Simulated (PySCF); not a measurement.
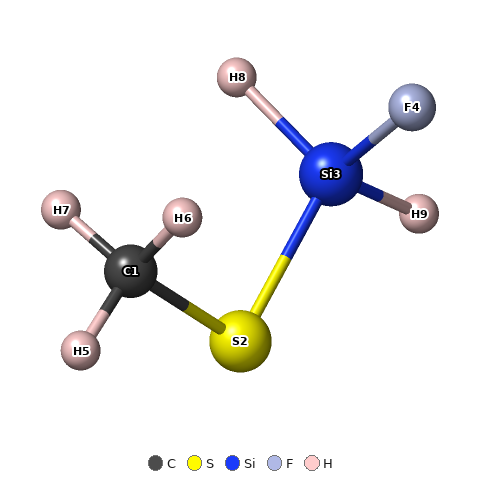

Structure of CH₅FSSi, SMILES CS[SiH2]F.

GIAO shifts, HF/pcSseg-2 with PySCF, at a PBE0-D3(BJ)/def2-SVP geometry (no frequency check), against CS₂ for ³³S computed at the same level. Gas phase, fully decoupled, line heights follow the number of nuclei, widths are arbitrary (no quadrupolar broadening); values of one conformer, averaged over nuclei that symmetry or rotation about single bonds exchange, these motions taken as fast; other conformers aren't averaged in.

### Predict the ³³S spectrum.

1 signal.


```csv
δ (ppm),nuclei,atoms
−159.8,1,S2
```

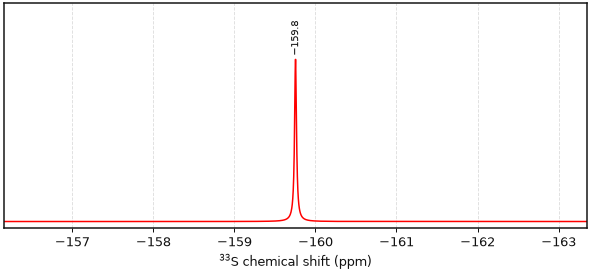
